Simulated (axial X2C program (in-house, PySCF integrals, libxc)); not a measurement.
**Linear FGeF at several levels**

How do method and spin–orbit coupling move the bonds and stretches of FGeF, held linear?

Program: an in-house X2C program for linear molecules on PySCF integrals. Level of theory: all-electron X2C, two-component (2c) or spin-free, F dyall-av3z, Ge dyall-v3z. These are calculated values, not measurements.

All values are calculated.

1 further run of the same task is left out (set aside as unsound or not needed).

## 1. The job

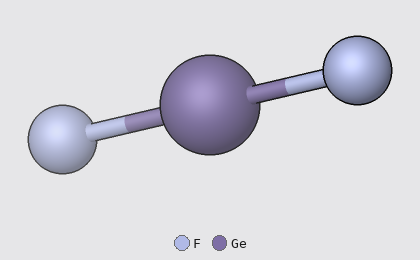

The atoms on one line, bonds 1.850 and 1.850 Å (fluorine light blue, germanium purple).

Input file task.json:

```json
{"zs": [9, 32, 9], "q": 0, "bas": ["dyall-av3z", "dyall-v3z", "dyall-av3z"], "r0": [1.85, 1.85], "symm": 1, "scan": ["PBE0", "HF", "LDA"], "levels": ["PBE0", "HF", "B3LYP"], "nst": 2}
```

Keys: zs atomic numbers; q charge; bas basis sets; r0 starting distance in Å; symm equal bonds; scan levels of the two-bond scan (MP2 follows by itself at each HF point); levels methods; nst determinants followed.

On the command line:

```bash
$ python solin.py task.json out
```

Masses F 18.998, Ge 73.921, F 18.998 u.

## 2. Scan at PBE0, 2c

State: Ω = 0 (all partner blocks equally filled). Energies above the lowest point, from the job's result record:

```
r(F–Ge) (Å)  r(Ge–F) (Å)  E (meV)
     1.7959       1.7959    39.67
     1.7959       1.8420    16.46
     1.7959       1.8881    27.08
     1.8420       1.7959    16.46
     1.8420       1.8420     0.00
     1.8420       1.8881    17.20
     1.8420       1.9341    60.93
     1.8881       1.7959    27.08
     1.8881       1.8420    17.20
     1.8881       1.8881    40.79
     1.9341       1.8420    60.93
     1.9341       1.9341   146.52
```

A quadratic surface with cubic terms in each bond gives the minimum at 1.840 and 1.840 Å, force constants 2.55, 2.55 and coupling 0.48 mdyn/Å.

## 3. Scan at HF, 2c

State: Ω = 0 (all partner blocks equally filled). Energies above the lowest point, from the job's result record:

```
r(F–Ge) (Å)  r(Ge–F) (Å)  E (meV)
     1.7959       1.7959    11.27
     1.7959       1.8420     1.54
     1.7959       1.8881    22.38
     1.8420       1.7959     1.54
     1.8420       1.8420     0.00
     1.8420       1.8881    28.89
     1.8420       1.9341    81.27
     1.8881       1.7959    22.38
     1.8881       1.8420    28.89
     1.8881       1.8881    65.73
     1.9341       1.8420    81.27
     1.9341       1.9341   193.54
```

A quadratic surface with cubic terms in each bond gives the minimum at 1.825 and 1.825 Å, force constants 2.48, 2.48 and coupling 0.60 mdyn/Å.

## 4. Scan at LDA, 2c

State: Ω = 0 (all partner blocks equally filled). Energies above the lowest point, from the job's result record:

```
r(F–Ge) (Å)  r(Ge–F) (Å)  E (meV)
     1.7959       1.7959    23.30
     1.7959       1.8420     8.52
     1.7959       1.8881    27.06
     1.8420       1.7959     8.52
     1.8420       1.8420     0.00
     1.8420       1.8881    24.60
     1.8420       1.9341    75.27
     1.8881       1.7959    27.06
     1.8881       1.8420    24.60
     1.8881       1.8881    55.04
     1.9341       1.8420    75.27
     1.9341       1.9341   172.95
```

A quadratic surface with cubic terms in each bond gives the minimum at 1.831 and 1.831 Å, force constants 2.6, 2.6 and coupling 0.44 mdyn/Å.

## 5. The levels side by side

| level | r(F–Ge) (Å) | r(Ge–F) (Å) | lower stretch (cm⁻¹) | upper stretch (cm⁻¹) |
| --- | --- | --- | --- | --- |
| PBE0, 2c | 1.840 | 1.840 | 519.9 | 528.6 |
| HF, 2c | 1.825 | 1.825 | 504.5 | 524.0 |
| LDA, 2c | 1.831 | 1.831 | 521.3 | 541.0 |
| MP2, 2c | 1.836 | 1.836 | 523.8 | 537.3 |
| PBE0, spin-free | 1.840 | 1.840 | 519.9 | 528.6 |
| HF, spin-free | 1.824 | 1.824 | 504.4 | 524.0 |
| LDA, spin-free | 1.831 | 1.831 | 521.3 | 541.0 |
| MP2, spin-free | 1.835 | 1.835 | 523.8 | 537.4 |

Scans not shown above were run alike.

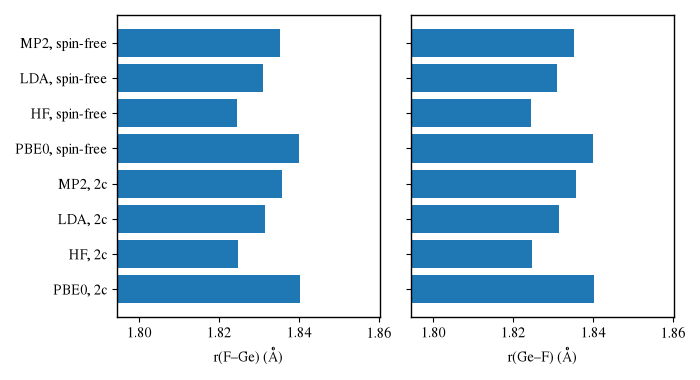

The two bond lengths by level.

What this shows: Over the levels the F–Ge bond spans 1.824 to 1.840 Å and the Ge–F bond 1.824 to 1.840 Å. At PBE0 spin–orbit coupling leaves both bonds unchanged to 0.001 Å. Each state is one determinant, the lowest of a limited PBE0 search; the stretches come from a fit to few points and are good to some per cent at best. The stretches are sorted by size, and where the two bonds are alike the symmetric and antisymmetric modes can swap order between levels. MP2 freezes inner shells (threshold -2 hartree). The molecule was held linear; bending was not examined, so a bent shape may lie lower.
